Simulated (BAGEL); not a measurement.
# CO (carbon monoxide): RI-MP2/aug-cc-pVTZ (density fitting with qzvpp-jkfit)

Aim: the energy change on altering one bond length of CO (carbon monoxide) at RI-MP2/aug-cc-pVTZ (density fitting with qzvpp-jkfit), from 2 runs. 

Program for the calculation: BAGEL 1.2.2.

4 further runs of the same task are left out: 4 set aside as unsound or not needed. Runs told in other sessions of the task aren't counted.

## Step 1: The molecule

CO has 2 atoms, charge 0, and is taken as a singlet. As SMILES, `[C-]#[O+]`. The shape is that of a PBE0-D4/def2-TZVP optimisation.

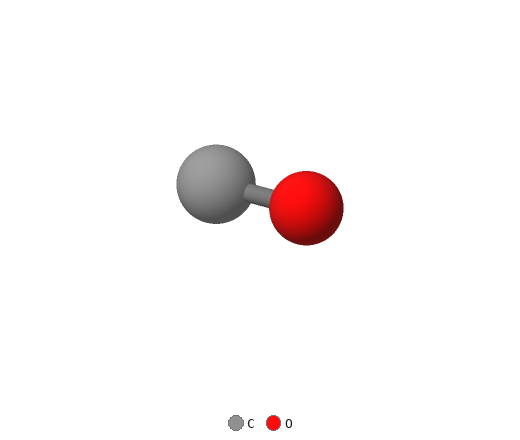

Viewed from a chosen angle; carbon grey, oxygen red.

## Step 2: The energy at RI-MP2/aug-cc-pVTZ (density fitting with qzvpp-jkfit)

Input file input.json:

```json
{ "bagel": [

{
  "title": "molecule",
  "basis": "aug-cc-pvtz.json",
  "df_basis": "qzvpp-jkfit",
  "angstrom": "true",
  "geometry": [
    { "atom": "C", "xyz": [       0.479900,      -0.155100,       0.247200 ] },
    { "atom": "O", "xyz": [      -0.479900,       0.155100,      -0.247200 ] }
  ]
},

{
  "title": "hf"
},

{
  "title": "mp2",
  "ncore": 2
}

]}
```

The basis set aug-cc-pVTZ is read from a file made from the Basis Set Exchange's data (not shown).

Launch:

```console
BAGEL_NUM_THREADS=1 BAGEL input.json > input.out
```

What it wrote:

```text
* using 1 threads per process

  ===============================================================
  ===============================================================

  *** Geometry ***

  { "atom" : "C", "xyz" : [      0.906880,     -0.293097,      0.467140 ] },
  { "atom" : "O", "xyz" : [     -0.906880,      0.293097,     -0.467140 ] },

  Number of auxiliary basis functions:      152

  Since a DF basis is specified, we compute 2- and 3-index integrals:
    o Being stored without compression. Storage requirement is 0.010 GB

  Number of basis functions:       92
  Number of electrons      :       14

    * METHOD: MOLECULE                             0.15

  *** RHF ***

  === Nuclear Repulsion ===
    22.6117832932

      * DIIS with orbital gradients will be used.

  === RHF iteration (aug-cc-pvtz.json) ===
      0       -112.66860637          0.02116908           0.02
      1       -112.70206197          0.02060327           0.03
      2       -112.78120346          0.00137720           0.03
      3       -112.78185549          0.00032784           0.03
      4       -112.78188829          0.00005914           0.03
      5       -112.78188930          0.00000724           0.03
      6       -112.78188933          0.00000136           0.03
      7       -112.78188933          0.00000039           0.03
      8       -112.78188933          0.00000007           0.03
      9       -112.78188933          0.00000001           0.03
     10       -112.78188933          0.00000000           0.03
    * SCF iteration converged.

    * Permanent dipole moment:
           (   -0.081634,     0.026384,    -0.042050) a.u.

    * METHOD: HF                                   0.49

  *** RHF ***

  === Nuclear Repulsion ===
    22.6117832932

      * DIIS with orbital gradients will be used.

  === RHF iteration (aug-cc-pvtz.json) ===
      0       -112.78188933          0.00000000           0.03
    * SCF iteration converged.

    * Permanent dipole moment:
           (   -0.081634,     0.026384,    -0.042050) a.u.

  === DF-MP2 calculation ===

    * freezing 2 orbitals
    * 3-index integral transformation done
    * assembly done

      MP2 correlation energy:   -0.3600503986      0.02

      MP2 total energy:       -113.1419397289

    * METHOD: MP2                                  0.09

  ===============================================================
```

It took 1.3 s on 1 thread of AMD EPYC, shared host; peak memory 0.08 GiB.

## Step 3: The distorted shape

Input file input.json:

```json
{ "bagel": [

{
  "title": "molecule",
  "basis": "aug-cc-pvtz.json",
  "df_basis": "qzvpp-jkfit",
  "angstrom": true,
  "geometry": [
    { "atom": "C", "xyz": [       1.247744,      -0.403261,       0.642722 ] },
    { "atom": "O", "xyz": [      -0.479900,       0.155100,      -0.247200 ] }
  ]
},

{ "title": "hf" },

{ "title": "mp2", "ncore": 2 }

]}
```

The basis set aug-cc-pVTZ is read from a file made from the Basis Set Exchange's data (not shown).

Launch:

```console
BAGEL_NUM_THREADS=1 BAGEL input.json > input.out
```

What it wrote:

```text
* using 1 threads per process

  ===============================================================
  ===============================================================

  *** Geometry ***

  { "atom" : "C", "xyz" : [      2.357894,     -0.762053,      1.214569 ] },
  { "atom" : "O", "xyz" : [     -0.906880,      0.293097,     -0.467140 ] },

  Number of auxiliary basis functions:      152

  Since a DF basis is specified, we compute 2- and 3-index integrals:
    o Being stored without compression. Storage requirement is 0.010 GB

  Number of basis functions:       92
  Number of electrons      :       14

    * METHOD: MOLECULE                             0.12

  *** RHF ***

  === Nuclear Repulsion ===
    12.5620734121

      * DIIS with orbital gradients will be used.

  === RHF iteration (aug-cc-pvtz.json) ===
      0       -111.55630059          0.04081936           0.02
      1       -105.27959325          0.10101892           0.02
      2       -112.09814435          0.02485058           0.03
      3       -112.09586179          0.02705866           0.03
      4       -112.10296792          0.02709092           0.03
      5       -112.11135546          0.02669385           0.03
      6       -112.29608466          0.01336625           0.03
      7       -112.35992500          0.00160788           0.03
      8       -112.36106908          0.00040174           0.03
      9       -112.36115592          0.00021227           0.03
     10       -112.36120755          0.00010464           0.03
     11       -112.36122218          0.00002006           0.03
     12       -112.36122267          0.00000397           0.03
     13       -112.36122268          0.00000131           0.03
     14       -112.36122268          0.00000043           0.03
     15       -112.36122268          0.00000012           0.03
     16       -112.36122268          0.00000002           0.03
     17       -112.36122268          0.00000001           0.03
    * SCF iteration converged.

    * Permanent dipole moment:
           (   -0.990834,     0.320230,    -0.510386) a.u.

    * METHOD: HF                                   0.71

  *** RHF ***

  === Nuclear Repulsion ===
    12.5620734121

      * DIIS with orbital gradients will be used.

  === RHF iteration (aug-cc-pvtz.json) ===
      0       -112.36122268          0.00000001           0.02
    * SCF iteration converged.

    * Permanent dipole moment:
           (   -0.990833,     0.320230,    -0.510385) a.u.

  === DF-MP2 calculation ===

    * freezing 2 orbitals
    * 3-index integral transformation done
    * assembly done

      MP2 correlation energy:   -0.3279719072      0.01

      MP2 total energy:       -112.6891945919

    * METHOD: MP2                                  0.07

  ===============================================================
```

It took 1.4 s on 1 thread of AMD EPYC, shared host; peak memory 0.14 GiB.

## Step 4: Summary of results

Level: RI-MP2/aug-cc-pVTZ (density fitting with qzvpp-jkfit), 2 core orbitals frozen.

```
                                                         quantity          value
                                        first shape: total energy  -113.14194 Eh
         first shape: correlation energy (2 core orbitals frozen)     -360.1 mEh
                                    distorted shape: total energy  -112.68919 Eh
     distorted shape: correlation energy (2 core orbitals frozen)     -328.0 mEh
energy change with the C1–O2 bond stretched from 1.123 to 2.022 Å      12.320 eV
```

**Reading.** With the C1–O2 bond stretched from 1.123 to 2.022 Å the energy rises by 12.32 eV (1189 kJ/mol). The first shape isn't relaxed at this level, so the change isn't measured from a minimum. A restricted reference can't describe the breaking bond well at this length.
